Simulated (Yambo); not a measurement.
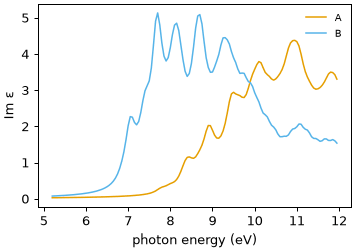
Figure. Two computed absorption spectra of Si2N2O (space group Cmc2_1, No. 36) (Yambo, PBEsol bands with the same scissor, field along x)

Axes are Cartesian, with cell vectors (Å) (4.44, -2.75, 0.00), (4.44, 2.75, 0.00), (0.00, 0.00, 4.86).

Which curve includes the electron-hole attraction (BSE)?

Curve B: the attraction moves weight to lower energy (centre of the plotted range 9.0 eV against 10.3 eV). Settings: 4×4×4 mesh, 12 valence and 11 conduction bands, static screening with 68 bands and a 3 Ry block, scissor 1.80 eV, Tamm-Dancoff. The scissor comes from a G0W0 run whose convergence isn't established. Broadening 0.15 eV. The band window holds all transitions up to 12.0 eV. On this mesh the peak heights and the fine structure are mesh artefacts; only the shift of weight is robust.

Geometry of the Materials Project entry, not relaxed at this level; primitive cell a = 5.2279 Å, b = 5.2279 Å, c = 4.8586 Å, α = 90.00°, β = 90.00°, γ = 63.53°.
